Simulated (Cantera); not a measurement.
Feed: 1 mol Si, 9.9 mol HBr, 0.98 mol H₂, equilibrated at 0.100 bar.

Cantera equilibrium calculation (NASA polynomials, part measured and part estimated; ideal gas, pure solids and liquids). Candidate condensed phases: Br₂, Si; 19 gas species. The tables' values for SiBr₃ are old estimates; treat these amounts as uncertain. Kinetics and transport are ignored.

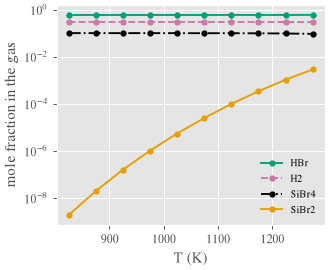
Figure. Equilibrium gas composition (values under 1e-9 drawn at 1e-9)

From 825 K to 1275 K nothing is condensed. The main Si-bearing gas is SiBr₄ throughout.
